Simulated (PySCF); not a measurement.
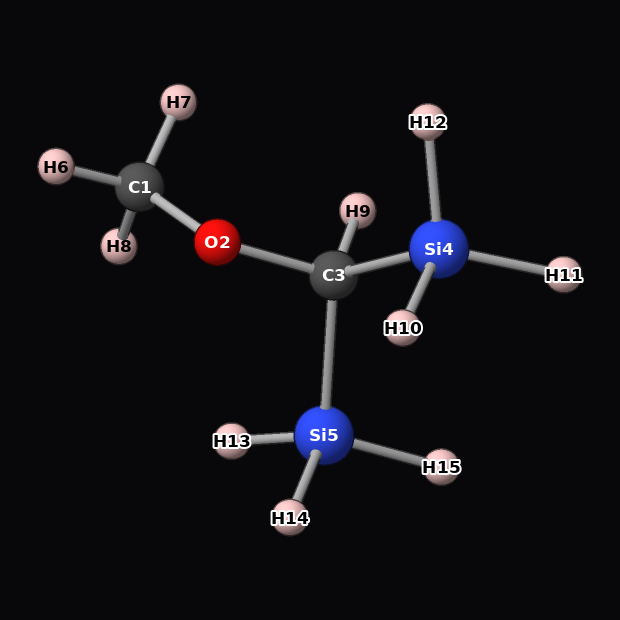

The questions are on isotropic NMR shieldings of the Si atoms. The geometry was computed by an optimisation with GFN2-xTB. No frequency run is at hand to confirm it as a minimum. Method: GIAO PBE0/pcSseg-1 NMR shielding, non-relativistic, gas phase (PySCF 2.14.0).

Give the isotropic NMR shieldings of the Si atoms atom by atom.

```json
{"atom": "Si4", "σ (ppm)": "420.2"}
{"atom": "Si5", "σ (ppm)": "433.1"}
```

The geometry is semi-empirical. Around Si such bond lengths and angles can be off by a tenth of an ångström or more and by several degrees, and values that hang on the shape move with them.
